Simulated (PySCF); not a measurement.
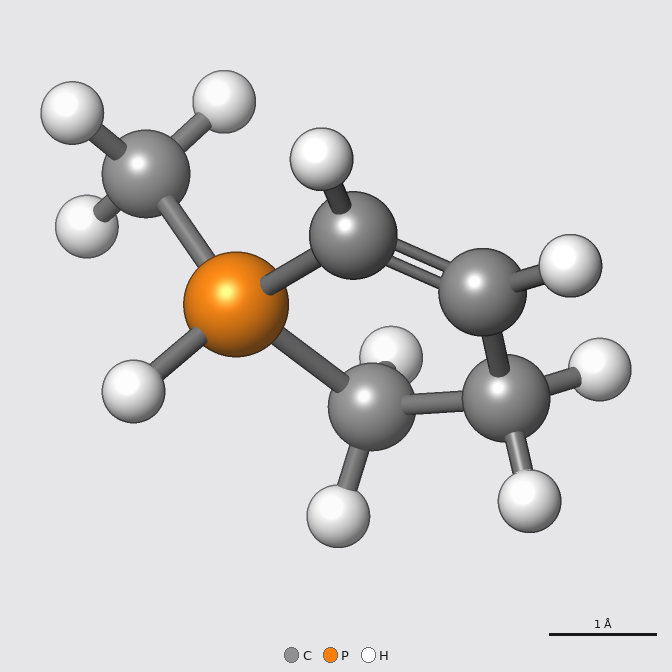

A ball-and-stick model of a molecule. Double and triple bonds are drawn as two and three sticks.

The species has charge +1 and is a spin singlet. The geometry was computed by an optimisation with GFN2-xTB. No frequency run is at hand to confirm it as a minimum.

What is the molecular formula?

C5H10P(+), 16 atoms: 5 carbon, 10 hydrogen and 1 phosphorus.

Name functional groups in it.

Among them: alkene.

What is its SMILES?

C[P@@H+]1C=CCC1

Count the bonded pairs by element.

9 C–H, 3 C–P, 3 C–C, 1 P–H.

Which point group does it belong to?

C1.

The parts below concern this one geometry. Atoms keep their numbers from picture to picture.

**Shape**

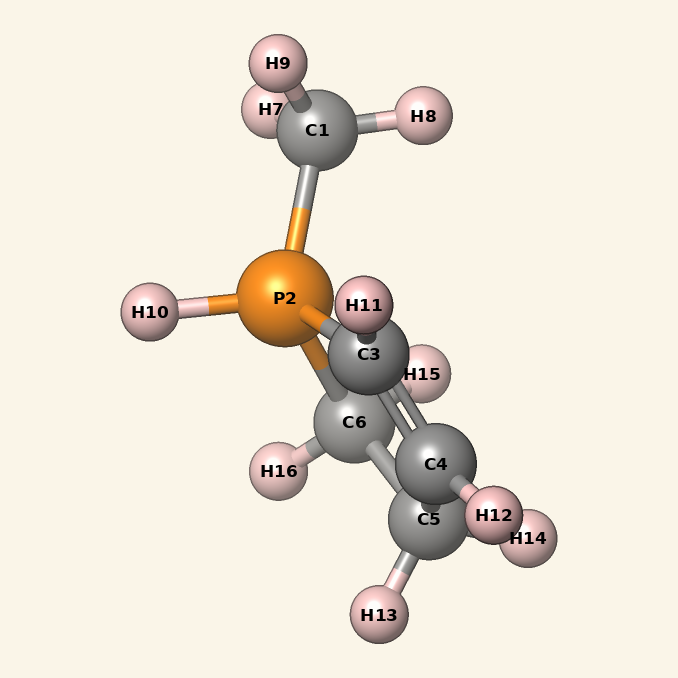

Distant atoms are faded towards the background colour. No frequency run is at hand to confirm it as a minimum.

Which atoms or bonds are stereogenic?

Centres: P2.

Assign CIP descriptors.

P2: S (priorities C3 > C6 > C1 > H10).

**Excitation**

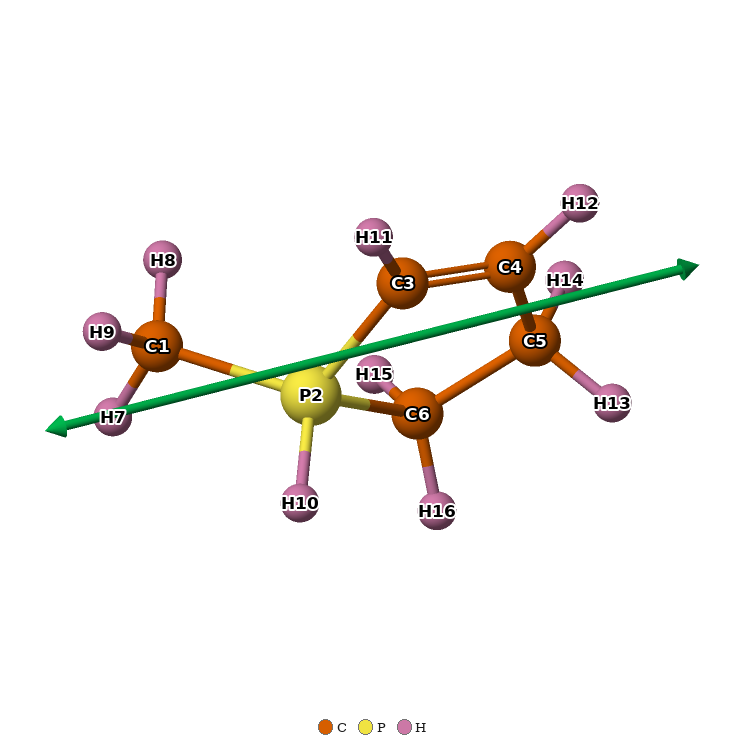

The double arrow shows the direction of the transition dipole to excited singlet state 1 (its length means nothing). No frequency run is at hand to confirm it as a minimum. Properties computed with TDDFT PBE0/def2-SVPD, vertical, gas phase, core orbitals frozen in the response (PySCF 2.14.0).

How is the transition polarised?

Close to the long direction C1···C5.

Give its energy, strength and character.

6.71 eV (185 nm), oscillator strength 0.21, mainly HOMO → LUMO (weight 0.91); transition dipole 2.87 D.

**NMR shielding**

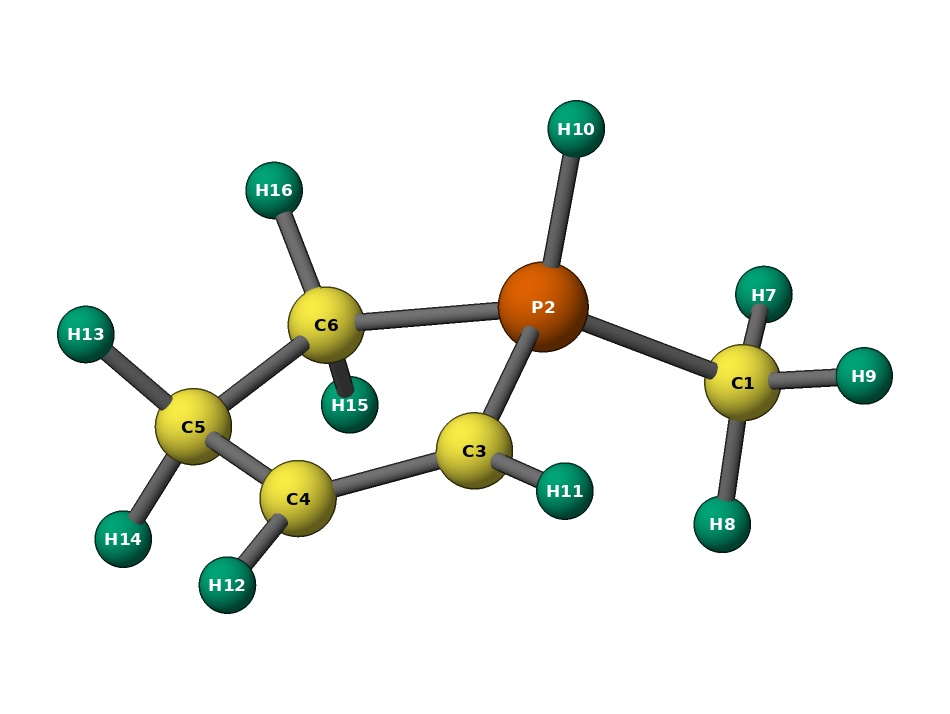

The questions are on isotropic NMR shieldings of the C atoms. No frequency run is at hand to confirm it as a minimum. Method: GIAO PBE0/pcSseg-1 NMR shielding, non-relativistic, gas phase (PySCF 2.14.0).

Which C atom is the most shielded (lowest chemical shift)?

C1 (177.2 ppm).

Which C atom is the least shielded (highest chemical shift)?

C4 (7.9 ppm).

How wide is the range of C shifts?

169.3 ppm.

Give the isotropic NMR shieldings of the C atoms atom by atom.

```csv
atom,σ (ppm)
C1,177.2
C3,74.2
C4,7.9
C5,146.9
C6,167.3
```

**Ring current**

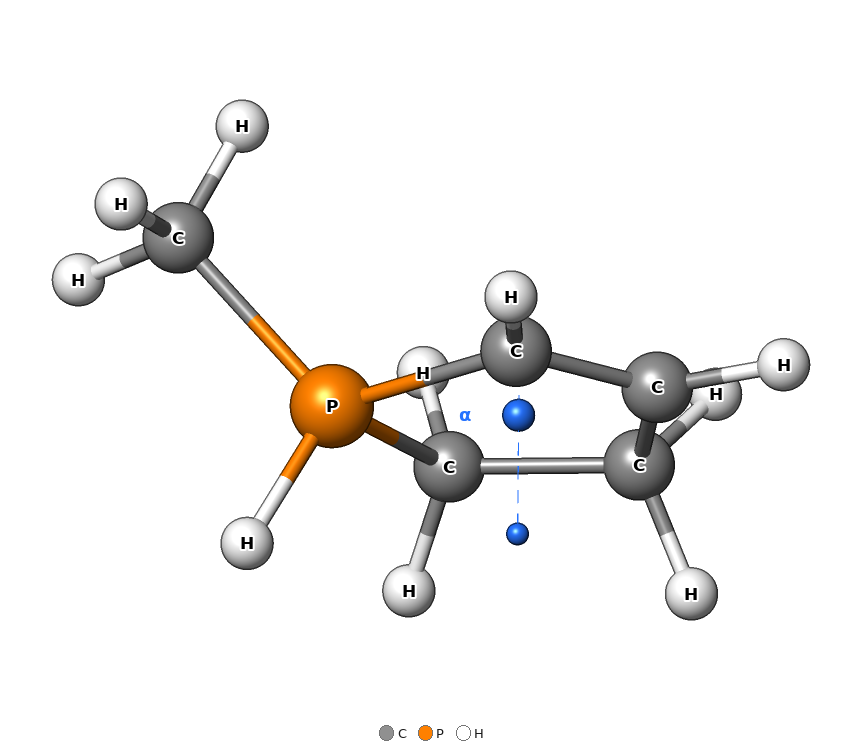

The small points mark where nucleus-independent chemical shifts (NICS) were computed: at the centre of each lettered ring and 1 Å above and below it. No frequency run is at hand to confirm it as a minimum. Level of theory: GIAO PBE0/pcSseg-1 NMR shielding, non-relativistic, gas phase (PySCF 2.14.0).

Give NICS(0), NICS(1) and the out-of-plane component NICS(1)zz for each ring (means of the two sides).

| ring | members | NICS(0) | NICS(1) | NICS(1)zz |
| --- | --- | --- | --- | --- |
| α | C4P | −4.0 | −4.1 | −4.4 |

Values in ppm.

What do the values say about the ring currents?

Ring α: weak, as in a non-aromatic ring. NICS is one index among several.

The geometry is semi-empirical. Around P such bond lengths and angles can be off by a tenth of an ångström or more and by several degrees, and values that hang on the shape move with them.
